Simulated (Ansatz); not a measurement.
# CH8AlN3: the cost of one run

Program: Ansatz 0.2.0. Level of theory: RKS PBE-D4/def2-SVP. These are calculated values, not measurements.

### Step 1. The starting structure

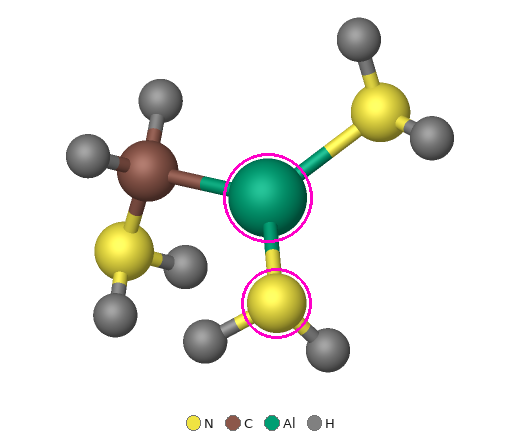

Start, viewed from a free direction; nitrogen yellow, carbon brown, aluminium teal, hydrogen grey. Ringed: Al3, N4.

Coordinates:

```xyz
13

N    -2.1770   -0.0458    0.3050
C    -1.0200   -0.4084    1.0010
Al    0.6141    0.0200   -0.0545
N     0.9826   -0.7347   -1.7753
N     1.9639    1.1849    0.6777
H    -2.1742    1.0425    0.1034
H    -2.2253   -0.4900   -0.6258
H    -1.0085   -1.4821    1.1844
H    -0.9626    0.1372    2.0207
H     0.9373    0.0496   -2.4265
H     0.0425   -1.3031   -1.9670
H     2.3460    0.7399    1.5758
H     2.7017    1.2551   -0.0040
```

### Step 2. End point A

Contents of input.yaml:

```yaml
crystal:
  periodic: [false, false, false]
  atoms:
    - { symbol: "N", position_ang: [-2.177, -0.0458, 0.305] }
    - { symbol: C, position_ang: [-1.02, -0.4084, 1.001] }
    - { symbol: Al, position_ang: [0.6141, 0.02, -0.0545] }
    - { symbol: "N", position_ang: [0.9826, -0.7347, -1.7753] }
    - { symbol: "N", position_ang: [1.9639, 1.1849, 0.6777] }
    - { symbol: H, position_ang: [-2.1742, 1.0425, 0.1034] }
    - { symbol: H, position_ang: [-2.2253, -0.49, -0.6258] }
    - { symbol: H, position_ang: [-1.0085, -1.4821, 1.1844] }
    - { symbol: H, position_ang: [-0.9626, 0.1372, 2.0207] }
    - { symbol: H, position_ang: [0.9373, 0.0496, -2.4265] }
    - { symbol: H, position_ang: [0.0425, -1.3031, -1.967] }
    - { symbol: H, position_ang: [2.346, 0.7399, 1.5758] }
    - { symbol: H, position_ang: [2.7017, 1.2551, -0.004] }
basis:
  gaussian: { orbitals: def2-SVP }
hamiltonian:
  xc: pbe
  dispersion: d4
relax:
  f_tol: 0.015
  max_steps: 40
```

The run is started by

```console
$ ansatz run input.yaml --threads 2 --pin off --max-ram 3072MiB --backend cpu --events-out ev --progress --plain --runs-dir out
```

**Question.** How long does this run take on 2 threads of Arm Neoverse V1, shared host, and how much memory does it need?

About 65 s, with a peak of 0.15 GiB.
